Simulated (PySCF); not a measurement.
# FGeH₅N₂: geometry, NMR shifts, spin-spin couplings, electronic excitations and core binding energies, part 2 of 2

PySCF 2.14.0. Atoms count from 0. Earlier steps stand in the parts before.

### Step 5. Ultraviolet spectrum: CAM-B3LYP/def2-SVPD

The job: settings as JSON, then the geometry in Å.

```
{"job": {"kind": "uv", "xc": "CAM-B3LYP", "basis": "def2-SVPD", "ip": true}, "charge": 0, "multiplicity": 1}
N     -1.350549     0.360727     0.501844
Ge     0.019292    -0.626191    -0.135679
N      1.441762     0.491778    -0.230349
F     -0.190713    -1.131281    -1.798146
H     -1.508181     1.239186     0.015982
H     -2.232650    -0.118436     0.652353
H      0.107450    -1.942979     0.651417
H      1.745753     0.890939     0.652533
H      2.242797     0.141356    -0.746559
```

Level: TDDFT CAM-B3LYP/def2-SVPD, vertical, gas phase, core orbitals frozen in the response.

What it wrote:

```text
coarse grid: 35320 points
cycle   1  E = -2288.9660542588  dE = -4.350e-01  |g| = 8.078e-01  |ddm| = 3.536e+00
cycle   2  E = -2288.9010771438  dE =  6.498e-02  |g| = 1.071e+00  |ddm| = 2.127e+00
cycle   3  E = -2289.0787359313  dE = -1.777e-01  |g| = 7.866e-02  |ddm| = 9.344e-01
cycle   4  E = -2289.0795232906  dE = -7.874e-04  |g| = 3.854e-02  |ddm| = 9.530e-02
cycle   5  E = -2289.0797812394  dE = -2.579e-04  |g| = 5.916e-03  |ddm| = 6.097e-02
cycle   6  E = -2289.0797888521  dE = -7.613e-06  |g| = 2.336e-03  |ddm| = 1.270e-02
final grid: 73488 points
cycle   7  E = -2289.0797303341  dE = -4.761e-08  |g| = 2.409e-03  |ddm| = 8.974e-03
cycle   8  E = -2289.0797301034  dE =  2.308e-07  |g| = 2.566e-03  |ddm| = 4.498e-03
cycle   9  E = -2289.0797312222  dE = -1.119e-06  |g| = 2.220e-04  |ddm| = 3.039e-03
cycle  10  E = -2289.0797312299  dE = -7.772e-09  |g| = 1.989e-05  |ddm| = 1.835e-04
cycle  11  E = -2289.0797312301  dE = -1.810e-10  |g| = 1.936e-05  |ddm| = 1.582e-04
converged SCF energy = -2289.0797312301

Static polarisability (au): isotropic 46.438, principal 42.485 47.130 49.699

Singlet excitations
state   eV       nm        f      main configurations
  1   6.8002    182.3   0.04687   H->L 0.76, H->L+1 0.13
  2   7.1083    174.4   0.06371   H-1->L 0.53, H->L+1 0.20, H-1->L+1 0.15
  3   7.7778    159.4   0.00363   H->L+2 0.88
  4   7.9985    155.0   0.02090   H->L+1 0.30, H-1->L 0.28, H-1->L+1 0.27
  5   8.1289    152.5   0.04220   H-1->L+1 0.39, H->L+1 0.32, H->L 0.12
  6   8.3019    149.3   0.07598   H->L+3 0.74
  7   8.4520    146.7   0.06636   H-1->L+2 0.77
  8   8.5613    144.8   0.02584   H-1->L+3 0.75
  9   8.7623    141.5   0.01449   H->L+5 0.50, H->L+4 0.15, H->L+7 0.12
 10   8.9562    138.4   0.00121   H->L+4 0.31, H-1->L+4 0.16, H-1->L+5 0.14

Triplet excitations (Tamm-Dancoff, eV): 6.2974 6.6262 7.4381 7.6071
Vertical ionisation energy (delta-SCF) = 10.2053 eV
```

Run time: 52 s. Hardware: 1 thread, shared host.

Frontier orbitals and where they lie:

```
orbital      eV                       atoms
 HOMO−3  -12.07   F3 50 %, N2 20 %, N0 12 %
 HOMO−2  -11.57  F3 37 %, Ge1 21 %, H6 21 %
 HOMO−1   -9.61   N0 57 %, N2 12 %, Ge1 9 %
   HOMO   -9.23  N2 55 %, N0 15 %, Ge1 11 %
   LUMO    0.97   Ge1 46 %, H7 10 %, H8 9 %
 LUMO+1    1.50  Ge1 21 %, H6 13 %, H5 13 %
 LUMO+2    1.93  Ge1 39 %, H6 20 %, F3 17 %
```

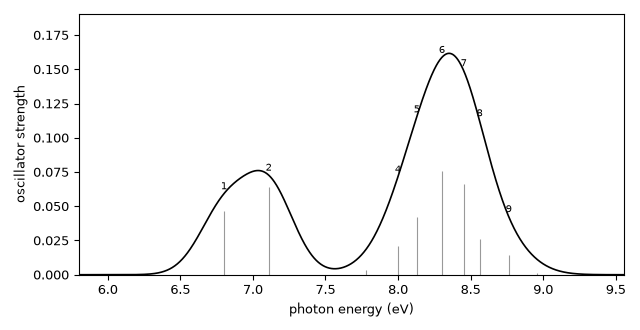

Absorption spectrum from the 10 singlet states computed; above the last one it falls off for lack of states. Lines are broadened to a width of 0.40 eV (Gaussian).

Ground-state properties from the same run:

```
           property  computed
  dipole moment (D)      2.12
polarisability (Å³)      6.88
 HOMO–LUMO gap (eV)     10.20
      −ε(HOMO) (eV)      9.23
```

### Step 6. NMR shieldings: CAM-B3LYP/pcSseg-2

Same as in step 5 but for these lines:

```diff
@@ -1,2 +1,2 @@
-{"job": {"kind": "uv", "xc": "CAM-B3LYP", "basis": "def2-SVPD", "ip": true}, "charge": 0, "multiplicity": 1}
+{"job": {"kind": "nmr", "xc": "CAM-B3LYP", "basis": "pcSseg-2", "pop": false}, "charge": 0, "multiplicity": 1}
 N     -1.350549     0.360727     0.501844
```

With the program's defaults for keys left out, this is: GIAO CAM-B3LYP/pcSseg-2 NMR shielding, non-relativistic, gas phase.

What it wrote:

```text
coarse grid: 35320 points
cycle   1  E = -2289.4760356744  dE = -4.894e-01  |g| = 1.295e+00  |ddm| = 2.046e+00
cycle   2  E = -2289.3618376780  dE =  1.142e-01  |g| = 1.635e+00  |ddm| = 9.723e-01
cycle   3  E = -2289.6312973446  dE = -2.695e-01  |g| = 1.239e-01  |ddm| = 5.695e-01
cycle   4  E = -2289.6326476700  dE = -1.350e-03  |g| = 7.418e-02  |ddm| = 6.885e-02
cycle   5  E = -2289.6334216798  dE = -7.740e-04  |g| = 5.717e-03  |ddm| = 3.085e-02
cycle   6  E = -2289.6334286593  dE = -6.980e-06  |g| = 1.062e-03  |ddm| = 5.360e-03
final grid: 73488 points
cycle   7  E = -2289.6334641859  dE = -3.393e-07  |g| = 8.894e-04  |ddm| = 1.585e-03
cycle   8  E = -2289.6334641570  dE =  2.888e-08  |g| = 1.037e-03  |ddm| = 6.780e-04
cycle   9  E = -2289.6334642919  dE = -1.350e-07  |g| = 8.453e-05  |ddm| = 3.914e-04
cycle  10  E = -2289.6334642931  dE = -1.172e-09  |g| = 3.902e-05  |ddm| = 5.521e-05
cycle  11  E = -2289.6334642934  dE = -2.701e-10  |g| = 9.727e-06  |ddm| = 3.010e-05
converged SCF energy = -2289.6334642934

GIAO shielding tensors (ppm)
atom      isotropic    diamagn.    paramagn.     s11        s22        s33       span
  0 N      228.988     311.402     -82.413    210.359    211.992    264.614     54.255
  1 Ge    1276.861    2754.395   -1477.534   1208.243   1283.166   1339.175    130.933
  2 N      243.688     310.427     -66.738    205.573    259.400    266.092     60.518
  3 F      347.303     471.006    -123.704    312.182    336.375    393.351     81.169
  4 H       30.336      30.909      -0.573     23.482     26.289     41.235     17.753
  5 H       30.391      30.374       0.017     23.465     25.560     42.149     18.684
  6 H       25.558      28.147      -2.588     19.562     19.902     37.211     17.649
  7 H       31.059      30.868       0.191     23.469     26.544     43.163     19.694
  8 H       30.867      30.238       0.628     23.277     26.356     42.967     19.690
```

Run time: 27 s. Hardware: 1 thread, shared host.

Key values: δ N0 25.5, Ge1 36, F3 -161.3, H6 5.78, H4 0.67 ppm (means over like atoms).

### Step 7. Core-electron binding energies: SCAN, X2C

Same as in step 6 but for these lines:

```diff
@@ -1,2 +1,2 @@
-{"job": {"kind": "nmr", "xc": "CAM-B3LYP", "basis": "pcSseg-2", "pop": false}, "charge": 0, "multiplicity": 1}
+{"job": {"kind": "xps"}, "charge": 0, "multiplicity": 1}
 N     -1.350549     0.360727     0.501844
```

Method: delta-SCF UKS SCAN, pcX-2 on the ionised atom, pcseg-1 elsewhere, spin-free X2C.

What it wrote:

```text
ground state, core basis on atom 0 (N), 125 functions
  cycle   1  E = -2306.31101051  |g| = 7.96e-01
  cycle   2  E = -2306.02464367  |g| = 1.45e+00
  cycle   3  E = -2306.43091589  |g| = 1.19e-01
  cycle   4  E = -2306.43260640  |g| = 7.50e-02
  cycle   5  E = -2306.43367003  |g| = 1.08e-02
  cycle   6  E = -2306.43370214  |g| = 3.48e-03
  cycle   7  E = -2306.43370059  |g| = 2.77e-03
  cycle   8  E = -2306.43370574  |g| = 2.32e-04
  E(ground) = -2306.56442190 Eh
hole in N 1s of atom 0
  cycle   1  E = -2290.85258461  |g| = 1.86e+00
  cycle   2  E = -2290.10259908  |g| = 2.11e+00
  cycle   3  E = -2291.46032075  |g| = 4.90e-01
  cycle   4  E = -2291.49007182  |g| = 3.82e-01
  cycle   5  E = -2291.55176540  |g| = 6.32e-02
  cycle   6  E = -2291.55308557  |g| = 2.82e-02
  cycle   7  E = -2291.55334639  |g| = 9.39e-03
  cycle   8  E = -2291.55338656  |g| = 1.62e-03
  cycle   9  E = -2291.55339021  |g| = 5.11e-04
  cycle  10  E = -2291.55339063  |g| = 1.00e-04
  E(ion) = -2291.68376876 Eh   <S^2> = 0.7655   hole on atom = 1.000   binding energy = 404.923 eV
ground state, core basis on atom 3 (F), 125 functions
  cycle   1  E = -2306.46091448  |g| = 1.23e-01
  cycle   2  E = -2306.46007593  |g| = 9.28e-02
  cycle   3  E = -2306.46041740  |g| = 7.78e-02
  cycle   4  E = -2306.46125003  |g| = 5.55e-03
  cycle   5  E = -2306.46125823  |g| = 1.54e-03
  cycle   6  E = -2306.46125855  |g| = 3.36e-04
  E(ground) = -2306.59633707 Eh
hole in F 1s of atom 3
  cycle   1  E = -2280.15932397  |g| = 2.59e+00
  cycle   2  E = -2279.96940290  |g| = 2.20e+00
  cycle   3  E = -2280.92241729  |g| = 5.64e-01
  cycle   4  E = -2280.90289654  |g| = 5.56e-01
  cycle   5  E = -2281.06374338  |g| = 6.21e-02
  cycle   6  E = -2281.06502097  |g| = 4.73e-02
  cycle   7  E = -2281.06605440  |g| = 7.45e-03
  cycle   8  E = -2281.06608647  |g| = 1.76e-03
  cycle   9  E = -2281.06608410  |g| = 4.92e-04
  E(ion) = -2281.20906839 Eh   <S^2> = 0.7572   hole on atom = 1.000   binding energy = 690.823 eV
```

It took 9.3 s on 1 thread, shared host.

Binding energies by hole, beside the orbital energy of the ground state; the difference holds orbital relaxation and, for a density functional, its self-interaction error:

```
     hole  stands for                 environment  ΔSCF (eV)  −ε (eV)   ⟨S²⟩
N1s on N0      N0, N2  nitrogen bonded to Ge, 2 H     404.92    385.8  0.765
F1s on F3          F3       fluorine bonded to Ge     690.82    665.3  0.757
```

Each hole run stands for the others of its class of like atoms.

### Step 8. Run by run: NMR shifts

Shifts (ppm), means over like atoms, with basis size and wall time:

```
               run    H6    H4    N0  Ge1      F3  functions   time
     PBE0/pcSseg-1  5.69  0.55  24.6   42  -163.0        117  6.7 s
CAM-B3LYP/pcSseg-2  5.78  0.67  25.5   36  -161.3        241   27 s
```

### Step 9. Summary of results

What follows sums up all 2 parts.

```
                                                               quantity                        value
                                                            point group                           C1
                                   rotational constants (main isotopes)         5.76, 5.20, 3.36 GHz
 ¹H shifts against TMS (PBE0/pcSseg-1, means over atoms taken as alike)               5.69, 0.55 ppm
¹⁵N shifts against NH3 (PBE0/pcSseg-1, means over atoms taken as alike)                     24.6 ppm
                              ⁷³Ge shifts against GeMe4 (PBE0/pcSseg-1)                       42 ppm
                               ¹⁹F shifts against CFCl3 (PBE0/pcSseg-1)                   -163.0 ppm
                   largest coupling of the table (B3LYP/pcSseg-1+pcJ-1)      ¹J(N,H) N0–H4, -75.3 Hz
                                   lowest singlet (CAM-B3LYP/def2-SVPD)  6.80 eV (182 nm), f = 0.047
                               brightest single state of those computed  state 6, 8.30 eV, f = 0.076
                                                         lowest triplet                      6.30 eV
                                      vertical ionisation energy (ΔSCF)                     10.21 eV
                                       N1s binding energies, SCAN/pcX-2                 N0 404.92 eV
                                       F1s binding energies, SCAN/pcX-2                 F3 690.82 eV
                                              range of the shift of Ge1                 36 to 42 ppm
```

**Reading.** Relaxing lowered the energy by 0.039 eV in 4 steps; the close pair that moved most is Ge1–H6, from 1.501 to 1.537 Å. At PBE0/pcSseg-1: The widest tensor belongs to Ge1: span 138 ppm, with a paramagnetic part of -1467 ppm. In the run at B3LYP/pcSseg-1+pcJ-1, the largest coupling of the table is N0–H4 (mean over like pairs), -75.3 Hz, of which the Fermi-contact term gives -71.5 Hz. The lowest singlet, at 6.80 eV, is HOMO→LUMO 0.76, HOMO→LUMO+1 0.13 and is weak; of the 10 states computed, the strongest absorption comes from state 6 at 8.30 eV. The lowest triplet lies 0.50 eV below the lowest singlet (triplets in Tamm-Dancoff, singlets in full TDDFT). ΔSCF puts the ionisation energy at 10.21 eV, 0.98 eV above −ε(HOMO). Across the 2 runs the shift of Ge1 moves most, between 36 (CAM-B3LYP/pcSseg-2) and 42 ppm (PBE0/pcSseg-1). Spin-orbit coupling is left out, which matters for shieldings and couplings at and beside the heavy atoms.
